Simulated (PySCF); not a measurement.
```xyz
11

O    -1.6599    1.3215    0.1643
C    -1.5266   -0.0703    0.1524
P    -0.9998   -0.6062   -1.6024
P     1.0269   -0.6680   -1.7374
C     1.7019   -0.2762    0.0093
F     1.3807   -1.2124    0.9194
F     1.2610    0.9014    0.5044
F     3.0325   -0.1979   -0.0119
H    -0.8052    1.7381    0.3258
H    -0.8770   -0.4474    0.9467
H    -2.5291   -0.4798    0.3031
```

Geometry: GFN2-xTB.

All numbers below come from PBE0/pcSseg-1, SCF density, gas phase, non-relativistic (PySCF 2.14.0).

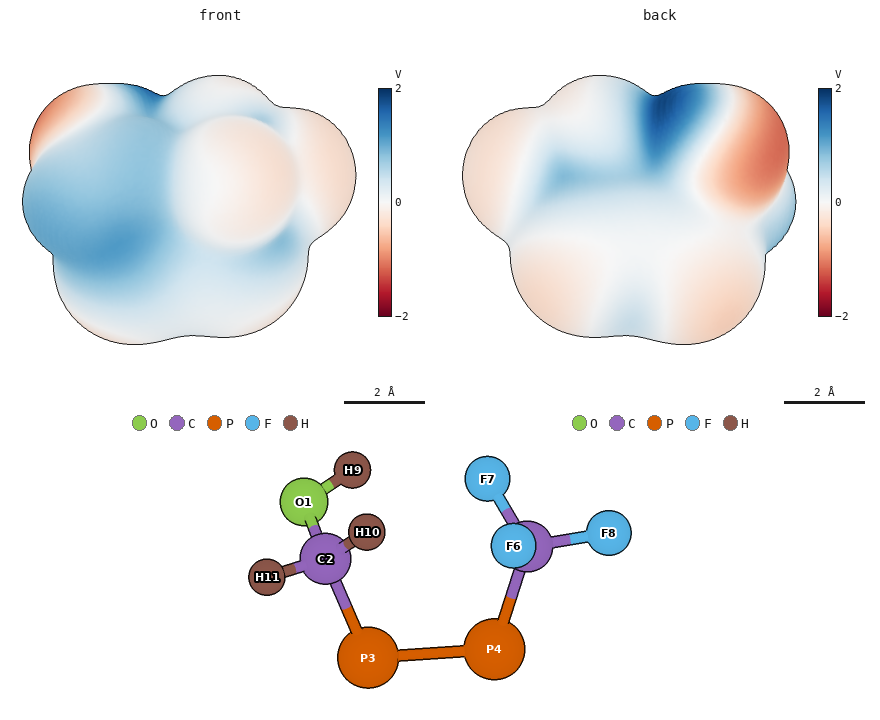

C₂H₃F₃OP₂. The molecular electrostatic potential painted on the density surface at 0.001 e/bohr³, seen from the front and from behind; red is negative and blue positive. The bare structure is drawn below in the same view.

Q: Where is the surface potential most negative and most positive?

A: The most negative region (about −1.1 V) lies over O1, the most positive (about +1.8 V) over H9. O1 is the likeliest acceptor of a hydrogen bond.
